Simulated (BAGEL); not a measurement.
# A workflow on SiN2H6 (SMILES NN[SiH3])

We compute a single-point energy (HF/def2-SVP), then a single-point energy (NEVPT2(2,2)/def2-SVP), then the energy (CASPT2(2,2)/def2-SVP) of SiN2H6. 

Program for the calculation: BAGEL 1.2.2.

2 further runs of the same task are left out: 2 set aside as unsound or not needed.

### 1 The structure to begin with

SiN2H6 has 9 atoms, charge 0, and is taken as a singlet. As SMILES, `NN[SiH3]`. The Si3–H7 distance was set to 1.718 Å, away from the relaxed value.

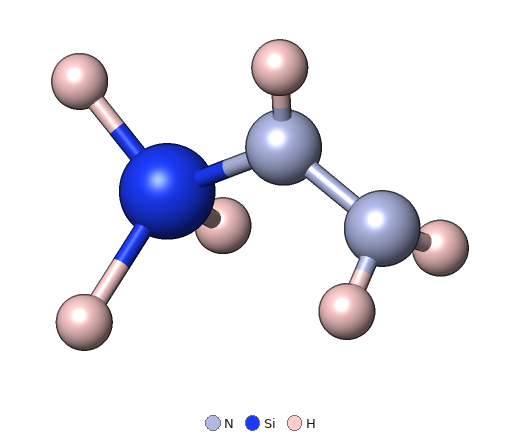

Viewed from a chosen angle; nitrogen light blue, silicon blue, hydrogen pink.

### 2 A single-point energy at HF/def2-SVP (density fitting with svp-jkfit) (run 1)

File input.json:

```json
{ "bagel": [

{
  "title": "molecule",
  "basis": "svp",
  "df_basis": "svp-jkfit",
  "angstrom": "true",
  "geometry": [
    { "atom": "N", "xyz": [      -0.756891,       0.970503,      -1.108929 ] },
    { "atom": "N", "xyz": [      -0.483591,       0.753703,       0.253871 ] },
    { "atom": "Si", "xyz": [       0.210309,      -0.691097,       0.861671 ] },
    { "atom": "H", "xyz": [       0.069809,       0.806803,      -1.673329 ] },
    { "atom": "H", "xyz": [      -1.488591,       0.343103,      -1.421429 ] },
    { "atom": "H", "xyz": [      -0.575591,       1.594803,       0.795971 ] },
    { "atom": "H", "xyz": [       1.729200,      -1.040000,       0.139600 ] },
    { "atom": "H", "xyz": [      -0.667891,      -1.861797,       0.578671 ] },
    { "atom": "H", "xyz": [       0.378409,      -0.511797,       2.327171 ] }
  ]
},

{
  "title": "hf"
},

{
  "title": "print",
  "file": "orbitals.molden",
  "orbitals": "true"
}

]}
```

Run with:

```bash
BAGEL_NUM_THREADS=1 BAGEL input.json > input.out
```

What it wrote:

```text
* using 1 threads per process

  ===============================================================
  ===============================================================

  *** Geometry ***

  { "atom" : "N", "xyz" : [     -1.430317,      1.833985,     -2.095572 ] },
  { "atom" : "N", "xyz" : [     -0.913855,      1.424292,      0.479747 ] },
  { "atom" : "Si", "xyz" : [      0.397426,     -1.305984,      1.628322 ] },
  { "atom" : "H", "xyz" : [      0.131920,      1.524637,     -3.162134 ] },
  { "atom" : "H", "xyz" : [     -2.813029,      0.648371,     -2.686112 ] },
  { "atom" : "H", "xyz" : [     -1.087709,      3.013741,      1.504167 ] },
  { "atom" : "H", "xyz" : [      3.267714,     -1.965315,      0.263806 ] },
  { "atom" : "H", "xyz" : [     -1.262131,     -3.518286,      1.093530 ] },
  { "atom" : "H", "xyz" : [      0.715089,     -0.967156,      4.397716 ] },

  Number of auxiliary basis functions:      390

  Since a DF basis is specified, we compute 2- and 3-index integrals:
    o Being stored without compression. Storage requirement is 0.018 GB

  Number of basis functions:       76
  Number of electrons      :       34

    * METHOD: MOLECULE                             0.14

  *** RHF ***

  === Nuclear Repulsion ===
   116.3503734311

      * DIIS with orbital gradients will be used.

  === RHF iteration (svp) ===
      0       -400.97383884          0.01635481           0.03
      1       -401.07157942          0.00924699           0.03
      2       -401.10134732          0.00140132           0.03
      3       -401.10249090          0.00025595           0.03
      4       -401.10252264          0.00009178           0.03
      5       -401.10252741          0.00002815           0.03
      6       -401.10252817          0.00000815           0.03
      7       -401.10252827          0.00000203           0.03
      8       -401.10252827          0.00000055           0.03
      9       -401.10252827          0.00000019           0.03
     10       -401.10252827          0.00000004           0.03
     11       -401.10252827          0.00000001           0.03
     12       -401.10252827          0.00000000           0.03
    * SCF iteration converged.

    * Permanent dipole moment:
           (    0.101226,     0.073368,     0.049739) a.u.

    * METHOD: HF                                   0.50

    * METHOD: PRINT                                0.01

  ===============================================================
```

It took 0.78 s on 1 thread of Arm Neoverse V1, shared host; peak memory 0.15 GiB.

### 3 The energy at NEVPT2(2,2)/def2-SVP (density fitting with svp-jkfit) (run 2)

File job.json:

```json
{ "bagel" : [

{
  "title" : "molecule",
  "basis" : "svp",
  "df_basis" : "svp-jkfit",
  "angstrom" : true,
  "geometry" : [
    { "atom" : "N", "xyz" : [      -0.756891,       0.970503,      -1.108929 ] },
    { "atom" : "N", "xyz" : [      -0.483591,       0.753703,       0.253871 ] },
    { "atom" : "Si", "xyz" : [       0.210309,      -0.691097,       0.861671 ] },
    { "atom" : "H", "xyz" : [       0.069809,       0.806803,      -1.673329 ] },
    { "atom" : "H", "xyz" : [      -1.488591,       0.343103,      -1.421429 ] },
    { "atom" : "H", "xyz" : [      -0.575591,       1.594803,       0.795971 ] },
    { "atom" : "H", "xyz" : [       1.729200,      -1.040000,       0.139600 ] },
    { "atom" : "H", "xyz" : [      -0.667891,      -1.861797,       0.578671 ] },
    { "atom" : "H", "xyz" : [       0.378409,      -0.511797,       2.327171 ] }
  ]
},

{ "title" : "hf", "charge" : 0 },

{
  "title" : "nevpt2",
  "nstate" : 1,
  "nact" : 2,
  "nclosed" : 16,
  "charge" : 0,
  "active" : [15, 19],
  "maxiter" : 200,
  "natocc" : true,
  "ncore" : 7
},

{ "title" : "print", "file" : "orbitals.molden", "orbitals" : true }

]}
```

Run with:

```bash
BAGEL_NUM_THREADS=1 BAGEL job.json > job.out
```

What it wrote:

```text
* using 1 threads per process

  ===============================================================
  ===============================================================

  *** Geometry ***

  { "atom" : "N", "xyz" : [     -1.430317,      1.833985,     -2.095572 ] },
  { "atom" : "N", "xyz" : [     -0.913855,      1.424292,      0.479747 ] },
  { "atom" : "Si", "xyz" : [      0.397426,     -1.305984,      1.628322 ] },
[... 5 lines of this table left out ...]
  { "atom" : "H", "xyz" : [      0.715089,     -0.967156,      4.397716 ] },

  Number of auxiliary basis functions:      390

  Since a DF basis is specified, we compute 2- and 3-index integrals:
    o Being stored without compression. Storage requirement is 0.018 GB

[... 18 lines left out ...]
    * SCF iteration converged.
[... 1 line left out ...]
    * Permanent dipole moment:
[... 28 lines left out ...]
    * Second-order optimization converged. *

     guess   0:   closed 1.                   open ..

  === FCI iteration ===

      0  0      -401.10219195     6.92e-02      0.00
      1  0      -401.11969117     6.12e-04      0.00
      2  0 *    -401.11969339     3.57e-16      0.00

     * ci vector, state   0, <S^2> = 0.0000
       2.     0.9920971952
       .2    -0.1254717306

  === DF-NEVPT2 calculation ===

    * 3-index integral transformation done
    * assembly done

      NEVPT2 correlation energy:   -0.4292603722      0.12

          (+0)     -0.3987414801
          (+0)'    -0.0034410733
          (+1)     -0.0063519489
          (+1)'    -0.0000000000
          (+2)     -0.0001845372
          (-1)     -0.0122469964
          (-1)'     0.0000000000
          (-2)     -0.0082943362

      NEVPT2 total energy:       -401.5489537576

    * METHOD: NEVPT2                               1.71

    * METHOD: PRINT                                0.01

  ===============================================================
```

Run time: 2.5 s. Hardware: 1 thread of Arm Neoverse V1, shared host; peak memory 0.15 GiB.

### 4 A single-point energy at CASPT2(2,2)/def2-SVP (density fitting with svp-jkfit) (run 3)

File calc.json:

```json
{ "bagel" : [

{
  "title" : "molecule",
  "basis" : "svp",
  "df_basis" : "svp-jkfit",
  "angstrom" : "true",
  "geometry" : [
    { "atom" : "N", "xyz" : [   -0.756891,    0.970503,   -1.108929 ] },
    { "atom" : "N", "xyz" : [   -0.483591,    0.753703,    0.253871 ] },
    { "atom" : "Si", "xyz" : [    0.210309,   -0.691097,    0.861671 ] },
    { "atom" : "H", "xyz" : [    0.069809,    0.806803,   -1.673329 ] },
    { "atom" : "H", "xyz" : [   -1.488591,    0.343103,   -1.421429 ] },
    { "atom" : "H", "xyz" : [   -0.575591,    1.594803,    0.795971 ] },
    { "atom" : "H", "xyz" : [    1.729200,   -1.040000,    0.139600 ] },
    { "atom" : "H", "xyz" : [   -0.667891,   -1.861797,    0.578671 ] },
    { "atom" : "H", "xyz" : [    0.378409,   -0.511797,    2.327171 ] }
  ]
},
{
  "title" : "hf",
  "charge" : 0
},
{
  "title" : "casscf",
  "nstate" : 1,
  "nact" : 2,
  "nclosed" : 16,
  "charge" : 0,
  "active" : [15, 19],
  "maxiter" : 200,
  "natocc" : "true"
},
{
  "title" : "print",
  "file" : "orbitals.molden",
  "orbitals" : "true"
},
{
  "title" : "smith",
  "method" : "caspt2",
  "ms" : "true",
  "xms" : "true",
  "sssr" : "true",
  "shift" : 0.2,
  "shift_imag" : "true",
  "ncore" : 7
}

]}
```

Run with:

```bash
BAGEL_NUM_THREADS=1 BAGEL calc.json > calc.out
```

What it wrote:

```text
* using 1 threads per process

  ===============================================================
  ===============================================================

  *** Geometry ***

  { "atom" : "N", "xyz" : [     -1.430317,      1.833985,     -2.095572 ] },
  { "atom" : "N", "xyz" : [     -0.913855,      1.424292,      0.479747 ] },
  { "atom" : "Si", "xyz" : [      0.397426,     -1.305984,      1.628322 ] },
[... 5 lines of this table left out ...]
  { "atom" : "H", "xyz" : [      0.715089,     -0.967156,      4.397716 ] },

  Number of auxiliary basis functions:      390

  Since a DF basis is specified, we compute 2- and 3-index integrals:
    o Being stored without compression. Storage requirement is 0.018 GB

[... 18 lines left out ...]
    * SCF iteration converged.
[... 1 line left out ...]
    * Permanent dipole moment:
[... 27 lines left out ...]
    * Second-order optimization converged. *
[... 9 lines left out ...]
     * ci vector, state   0, <S^2> = 0.0000
[... 16 lines left out ...]
    * Zeroth order energy : state  0       -0.8869079707
[... 4 lines left out ...]
       #      aibj      arbs      arbi      airj      risj      airs      arst      rist         Etot      error   time
[... 2 lines left out ...]
       0  -0.39794  -0.00999  -0.01251  -0.00709  -0.00028  -0.00300  -0.00000  -0.00000   -0.4308139  0.0010597   0.05
       1  -0.39811  -0.01003  -0.01254  -0.00725  -0.00031  -0.00308   0.00000  -0.00000   -0.4313271  0.0001859   0.04
       2  -0.39812  -0.01003  -0.01255  -0.00726  -0.00031  -0.00307  -0.00000  -0.00000   -0.4313419  0.0000434   0.04
       3  -0.39812  -0.01003  -0.01255  -0.00726  -0.00031  -0.00307  -0.00000  -0.00000   -0.4313426  0.0000099   0.04
       4  -0.39812  -0.01003  -0.01255  -0.00726  -0.00031  -0.00307   0.00000  -0.00000   -0.4313427  0.0000019   0.04
       5  -0.39812  -0.01003  -0.01255  -0.00726  -0.00031  -0.00307  -0.00000  -0.00000   -0.4313427  0.0000004   0.05

      ------------------------------------------------------------------------------------------------------------------

    * CASPT2 energy : state  0     -401.5530383418
        w/o shift correction       -401.5510360432
        reference weight              0.8793722158

    * METHOD: SMITH                                0.38

  ===============================================================
```

Wall time 2.7 s (1 thread of Arm Neoverse V1, shared host); peak memory 0.15 GiB.

### 5 What came out

```
                                 quantity          value
         run 1, HF/def2-SVP: total energy  -401.10253 Eh
        run 1, HF/def2-SVP: dipole moment         0.34 D
          run 1, HF/def2-SVP: HOMO energy      -10.38 eV
          run 1, HF/def2-SVP: LUMO energy        4.16 eV
        run 1, HF/def2-SVP: HOMO–LUMO gap       14.54 eV
run 2, NEVPT2(2,2)/def2-SVP: total energy  -401.54895 Eh
run 3, CASPT2(2,2)/def2-SVP: total energy  -401.55304 Eh
```
